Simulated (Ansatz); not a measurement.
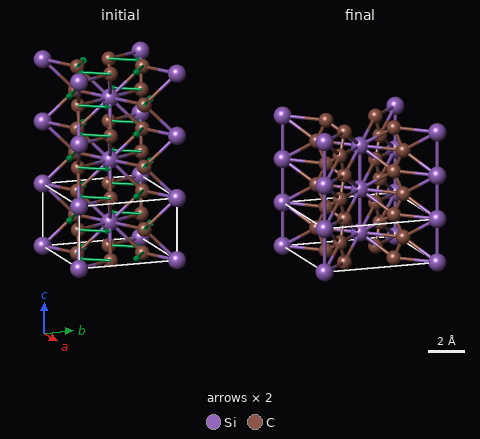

The structure of solid SiC$_{4}$ (a generated structure, set up in I4/m) (coarse preliminary run) before (left) and after (right) a relaxation, at one scale. The green arrows give the displacements (the part carried along by the change of the cell is left out), 2 times their true length.

The picture is a ball-and-stick view of the conventional cell (2 times the calculation's cell), repeated 1 × 1 × 3 with one cell outlined, seen slightly off an axis. Lengths and directions refer to the drawn axes.

All numbers below come from DFT PBE, scalar-relativistic, plane waves, PAW (Ansatz). (plane-wave cutoff 420 eV; k-point mesh 6 × 6 × 6; occupations gaussian; smearing width 0.1 eV; no spin polarisation; cell and atoms relaxed; force threshold 0.04 eV/Å; at most 70 steps)

### Describe what moved and what it gained.

The largest moves relative to the cell, 0.94 Å, are those of C atoms. Si stays in place. The volume changes by −7.5 %, with a = b 5.829 → 6.711 Å (+15.1 %), c 3.572 → 2.492 Å (−30.2 %). Among the contacts that change: C–C 2.543 → 1.375 Å, Si–Si 3.572 → 2.492 Å, C–Si 2.550 → 2.426 Å, C–Si 2.611 → 2.664 Å. New bonds form, among them: C–C (2.54 → 1.38 Å). The space group (tolerance 0.01 Å) goes from I4/m (No. 87) to I4/mmm (No. 139). Over 16 accepted moves (19 points after the start) the energy falls by 2670 meV per atom. Largest force component: 0.55 eV/Å at the start, 0.0043 eV/Å at the end. Pressure: −26.95 GPa at the start and 0.11 GPa at the end. The line search rejected the trial step at point 16 of the run. At 2 points the geometry stayed and the basis and grid were re-selected for the new cell (energy shift of 15.3 meV per atom at most each time). Cost: 58 s on 1 thread of Arm Neoverse V1, on a shared host, peak memory 0.33 GiB.

Limits of the set-up: layers or molecules are held without a dispersion correction, so their spacing is unreliable.
